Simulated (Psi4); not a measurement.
# C2H2O (ethenone): levels of theory compared

Aim: a comparison of 6 runs (HF/3-21G, B3LYP/6-31G*, B3LYP/def2-SVP, CCSD(T)/6-31G*) of C2H2O (ethenone). 

Program for the calculation: Psi4 1.11.

3 further runs of the same task are left out: 3 set aside as unsound or not needed.

### 1 Starting point

The species is C2H2O (5 atoms), meant as a singlet with charge 0. As SMILES, `C=C=O`. The shape is that of a PBE0-D4/def2-TZVP optimisation.

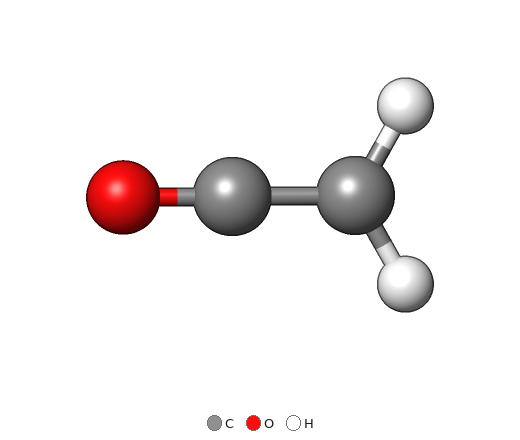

The structure, seen from a chosen angle (carbon grey, oxygen red, hydrogen white).

### 2 Energy and forces at HF/3-21G (run 1)

The input, c2h2o.dat:

```
memory 1.6 GB

molecule system {
  0 1
  C     -0.361800     0.279000    -0.270700
  C      0.535300    -0.429800     0.362500
  O      1.329000    -1.057000     0.922700
  H     -1.204100    -0.217300    -0.729100
  H     -0.248500     1.351400    -0.326800
  symmetry c1
}

set basis 3-21G
set puream true
set e_convergence 1e-09
set d_convergence 1e-08
set scf_type pk

e_tot, wfn = gradient('scf', return_wfn=True)
oeprop(wfn, 'MAYER_INDICES', 'WIBERG_LOWDIN_INDICES', 'MULLIKEN_CHARGES', title='SCF')
print_variables()
```

Command:

```sh
$ psi4 -n 1 c2h2o.dat c2h2o.out
```

c2h2o.out:

```text
[...]
  Running in c1 symmetry.
[...]
  Nuclear repulsion =   58.789494011643441
[...]
  Multiplicity = 1
[...]
  Nalpha       = 11
  Nbeta        = 11
[...]
    Number of basis functions: 31
[...]
   @RHF iter   1:  -150.81363328354493   -6.63975e-01   1.15941e-02 ADIIS/DIIS
[...]
   @RHF iter  12:  -150.87614503583086   -7.38964e-13   3.27056e-09 DIIS
[...]
    Orbital Energies [Eh]
    ---------------------
    Doubly Occupied:
       1A    -20.542962     2A    -11.335690     3A    -11.181791
       4A     -1.498789     5A     -1.055634     6A     -0.743226
       7A     -0.674449     8A     -0.659708     9A     -0.648528
      10A     -0.552412    11A     -0.356836
[...]
  @RHF Final Energy:  -150.87614503583086
   => Energetics <=
    Nuclear Repulsion Energy =             58.7894940116434412
    One-Electron Energy =                -320.8312276259268856
    Two-Electron Energy =                 111.1655885784525708
    Total Energy =                       -150.8761450358308593
[...]
 Multipole Moments:
 ------------------------------------------------------------------------------------
     Multipole            Electronic (a.u.)      Nuclear  (a.u.)        Total (a.u.)
 ------------------------------------------------------------------------------------
 L = 1.  Multiply by 2.5417464519 to convert [e a0] to [Debye]
 Dipole X            :          1.8668474           -2.3341817           -0.4673343
 Dipole Y            :         -1.4751069            1.8444125            0.3693056
 Dipole Z            :          1.3176663           -1.6474784           -0.3298121
 Magnitude           :                                                    0.6808553
[...]
  -Total Gradient:
     Atom            X                  Y                   Z
    ------   -----------------  -----------------  -----------------
       1       -0.005046948531     0.003931665592    -0.003560665634
       2        0.016601811874    -0.013093599699     0.011719103011
       3       -0.007638861802     0.006027283168    -0.005392191928
       4       -0.005852980954    -0.004835065125    -0.003021889849
       5        0.001936979412     0.007969716065     0.000255644400
[...]
  Mulliken Charges: (a.u.)
   Center  Symbol    Alpha    Beta     Spin     Total
       1     C     3.27908  3.27908  0.00000 -0.55816
       2     C     2.72545  2.72545  0.00000  0.54910
       3     O     4.27265  4.27265  0.00000 -0.54530
       4     H     0.36140  0.36140  0.00000  0.27719
       5     H     0.36141  0.36141  0.00000  0.27717
   Total alpha = 11.00000, Total beta = 11.00000, Total charge =  0.00000
  Mayer Bond Indices:
[...]
```

It took 2.5 s on 1 thread of Intel Xeon Platinum 8259CL at 2.50GHz (Skylake/Cascade Lake), shared host; peak memory 0.18 GiB.

### 3 Energy and forces at B3LYP/6-31G(d) (spherical functions) (run 2)

The input, c2h2o.py:

```python
import psi4

psi4.set_memory(1600000000)
psi4.set_num_threads(1)
psi4.core.set_output_file('output.dat', False)

m = psi4.geometry("""
C     -0.68370291     0.52723359    -0.51154886
C      1.01157039    -0.81220429     0.68502572
O      2.51144602    -1.99744051     1.74365030
H     -2.27541923    -0.41063749    -1.37779932
H     -0.46959694     2.55377588    -0.61756250
units bohr
symmetry c1
""")

psi4.set_options({
    'basis': '6-31G*',
    'reference': 'rks',
    'puream': True,
    'e_convergence': 1e-09,
    'd_convergence': 1e-08,
    'scf_type': 'pk',
    'dft_radial_points': 99,
    'dft_spherical_points': 590,
})

result, w = psi4.gradient('b3lyp', return_wfn=True)
psi4.oeprop(w, 'QUADRUPOLE', 'DIPOLE', 'LOWDIN_CHARGES', title='B3LYP')
print('gradient / Eh bohr^-1')
print(result.np.round(6))
print(f'energy = {w.energy():.10f} Eh')
for k, v in sorted(psi4.core.scalar_variables().items()):
    print(f'{k:45s} {v:18.10f}')
```

Command:

```sh
$ python c2h2o.py
```

output.dat:

```text
[...]
  Running in c1 symmetry.
[...]
  Nuclear repulsion =   58.789494032139807
[...]
  Multiplicity = 1
[...]
  Nalpha       = 11
  Nbeta        = 11
[...]
    Number of basis functions: 46
[...]
   @RKS iter   1:  -152.42395846597398   -2.68576e-01   1.30758e-02 ADIIS/DIIS
[...]
   @RKS iter  10:  -152.59503893797890   -2.87059e-12   4.53566e-09 DIIS
[...]
    Orbital Energies [Eh]
    ---------------------
    Doubly Occupied:
       1A    -19.212678     2A    -10.308073     3A    -10.184826
       4A     -1.121048     5A     -0.775211     6A     -0.536854
       7A     -0.486083     8A     -0.485584     9A     -0.449649
      10A     -0.405766    11A     -0.239057
[...]
  @RKS Final Energy:  -152.59503893797890
   => Energetics <=
    Nuclear Repulsion Energy =             58.7894940321398067
    One-Electron Energy =                -322.6480818010467146
    Two-Electron Energy =                 127.5547170071534850
    DFT Exchange-Correlation Energy =     -16.2911681762254901
    Empirical Dispersion Energy =           0.0000000000000000
    VV10 Nonlocal Energy =                  0.0000000000000000
    Total Energy =                       -152.5950389379788703
[...]
  -Total Gradient:
     Atom            X                  Y                   Z
    ------   -----------------  -----------------  -----------------
       1        0.005584553532    -0.004464316627     0.003945826131
       2        0.014047981887    -0.011082771735     0.009915323181
       3       -0.022447502804     0.017731296108    -0.015843970913
       4        0.002028634504    -0.000082128309     0.001254045859
       5        0.000786007921    -0.002101820658     0.000728546519
[...]
 Multipole Moments:
 ------------------------------------------------------------------------------------
     Multipole            Electronic (a.u.)      Nuclear  (a.u.)        Total (a.u.)
 ------------------------------------------------------------------------------------
 L = 1.  Multiply by 2.5417464519 to convert [e a0] to [Debye]
 Dipole X            :          1.9567964           -2.3341817           -0.3773854
 Dipole Y            :         -1.5461867            1.8444125            0.2982258
 Dipole Z            :          1.3811423           -1.6474784           -0.2663361
 Magnitude           :                                                    0.5498120
 L = 2.  Multiply by 1.3450342976 to convert [e a0^2] to [Debye ang]
 Quadrupole XX       :        -60.7453878           48.0934342          -12.6519535
 Quadrupole XY       :         34.8842537          -34.0367262            0.8475275
[...]
```

On the terminal:

```text
gradient / Eh bohr^-1
[[ 5.5850e-03 -4.4640e-03  3.9460e-03]
 [ 1.4048e-02 -1.1083e-02  9.9150e-03]
 [-2.2448e-02  1.7731e-02 -1.5844e-02]
 [ 2.0290e-03 -8.2000e-05  1.2540e-03]
 [ 7.8600e-04 -2.1020e-03  7.2900e-04]]
energy = -152.5950389380 Eh
CURRENT ENERGY                                   -152.5950389380
CURRENT REFERENCE ENERGY                         -152.5950389380
DD SOLVATION ENERGY                                 0.0000000000
DFT FUNCTIONAL TOTAL ENERGY                      -152.5950389380
DFT TOTAL ENERGY                                 -152.5950389380
DFT VV10 ENERGY                                     0.0000000000
DFT XC ENERGY                                     -16.2911681762
GRID ELECTRONS ALPHA                               11.0000000018
GRID ELECTRONS BETA                                11.0000000018
GRID ELECTRONS TOTAL                               22.0000000037
NUCLEAR REPULSION ENERGY                           58.7894940321
ONE-ELECTRON ENERGY                              -322.6480818010
PCM POLARIZATION ENERGY                             0.0000000000
PE ENERGY                                           0.0000000000
SCF ITERATION ENERGY                             -152.5950389380
SCF ITERATIONS                                     10.0000000000
SCF TOTAL ENERGY                                 -152.5950389380
TWO-ELECTRON ENERGY                               127.5547170072
XC GRID RADIAL POINTS                              99.0000000000
XC GRID SPHERICAL POINTS                          590.0000000000
XC GRID TOTAL POINTS                           276111.0000000000
```

Run time: 9.6 s. Hardware: 1 thread of Intel Xeon Platinum 8259CL at 2.50GHz (Skylake/Cascade Lake), shared host; peak memory 0.57 GiB.

Runs 3 to 5 aren't shown in full; the table further down has their settings and results.

### 4 A single-point energy at CCSD(T)/6-31G(d) (density fitting, density fitting for correlation, Cartesian functions) (run 6)

The input, run.py:

```python
import psi4

psi4.set_memory(1600000000)
psi4.set_num_threads(1)
psi4.set_output_file('output.dat', False)

mol = psi4.geometry("""
C     -0.361800     0.279000    -0.270700
C      0.535300    -0.429800     0.362500
O      1.329000    -1.057000     0.922700
H     -1.204100    -0.217300    -0.729100
H     -0.248500     1.351400    -0.326800
symmetry c1
""")

psi4.set_options({
    'scf_type': 'df',
    'freeze_core': True,
    'cc_type': 'df',
})

energy_value, wavefunction = psi4.energy('ccsd(t)/6-31G*', molecule=mol, return_wfn=True)
print('E =', round(energy_value, 9))
```

Command:

```sh
$ python run.py
```

output.dat:

```text
[...]
  Running in c1 symmetry.
[...]
  Nuclear repulsion =   58.789494011643441
[...]
  Multiplicity = 1
[...]
  Nalpha       = 11
  Nbeta        = 11
[...]
    Number of basis functions: 49
[...]
   @DF-RHF iter   1:  -151.65544338447256   -7.16471e-01   7.78724e-03 ADIIS/DIIS
[...]
   @DF-RHF iter  12:  -151.72401045261881   -3.15481e-12   4.32720e-09 DIIS
[...]
    Orbital Energies [Eh]
    ---------------------
    Doubly Occupied:
       1A    -20.637343     2A    -11.385783     3A    -11.237970
       4A     -1.476585     5A     -1.050628     6A     -0.753528
       7A     -0.675893     8A     -0.653203     9A     -0.640827
      10A     -0.557689    11A     -0.360210
[...]
  @DF-RHF Final Energy:  -151.72401045261881
   => Energetics <=
    Nuclear Repulsion Energy =             58.7894940116434412
    One-Electron Energy =                -322.1676934423437046
    Two-Electron Energy =                 111.6541889780814358
    Total Energy =                       -151.7240104526188134
[...]
 Multipole Moments:
 ------------------------------------------------------------------------------------
     Multipole            Electronic (a.u.)      Nuclear  (a.u.)        Total (a.u.)
 ------------------------------------------------------------------------------------
 L = 1.  Multiply by 2.5417464519 to convert [e a0] to [Debye]
 Dipole X            :          1.8629623           -2.3341817           -0.4712195
 Dipole Y            :         -1.4720350            1.8444125            0.3723775
 Dipole Z            :          1.3149172           -1.6474784           -0.3325612
 Magnitude           :                                                    0.6865200
[...]
      * MP2 total energy:                  -152.145784270122
[...]
      * CCSD total energy:                 -152.159992304526
[...]
      * CCSD(T) total energy                -152.176418993319
[...]
```

On the terminal:

```text
E = -152.176418993
```

Wall time 3.9 s (1 thread of Intel Xeon Platinum 8259CL at 2.50GHz (Skylake/Cascade Lake), shared host); peak memory 0.2 GiB.

### 5 Overview of the runs

| run | level | integration grid | Cartesian functions | energy (Eh) | dipole moment (D) | HOMO energy (eV) | LUMO energy (eV) | wall time |
| --- | --- | --- | --- | --- | --- | --- | --- | --- |
| 1 | HF/3-21G | – | no | -150.876145 | 1.73 | -9.71 | 3.76 | 2.5 s |
| 2 | B3LYP/6-31G* (spherical functions) | 99 radial × 590 angular | no | -152.595039 | 1.40 | -6.51 | -0.84 | 9.6 s |
| 3 | B3LYP/6-31G* (Cartesian functions) | 99 radial × 590 angular | yes | -152.597912 | 1.41 | -6.51 | -0.84 | 9.6 s |
| 4 | B3LYP/def2-SVP | 99 radial × 590 angular | no | -152.487948 | 1.31 | -6.72 | -1.02 | 11 s |
| 5 | CCSD(T)/6-31G* (density fitting, density fitting for correlation, spherical functions) | – | no | -152.170964 | – | -9.80 | 3.79 | 3.9 s |
| 6 | CCSD(T)/6-31G* (density fitting, density fitting for correlation, Cartesian functions) | – | yes | -152.176419 | – | -9.80 | 3.79 | 3.9 s |

### 6 Summary of results

| quantity | value |
| --- | --- |
| run 6: total energy | -152.17642 Eh |
| run 6: HOMO energy (Hartree–Fock orbitals) | -9.80 eV |
| run 6: LUMO energy (Hartree–Fock orbitals) | 3.79 eV |
| run 6: HOMO–LUMO gap (Hartree–Fock orbitals) | 13.59 eV |
| run 6: correlation energy (3 core orbitals frozen) | -452.4 mEh |
| run 6: (T) correction | -16.43 mEh |
| run 6: T1 diagnostic | 0.017 |

**Reading.** Over runs 1, 2, 3, 4 the dipole moment (its size) runs from 1.31 D (B3LYP/def2-SVP) to 1.73 D (HF/3-21G). The two ends differ in method and basis. Over runs 1, 2, 3, 4 the HOMO–LUMO gap runs from 5.67 eV (B3LYP/6-31G*) to 13.47 eV (HF/3-21G). All runs together took 40 s, the longest 11 s.
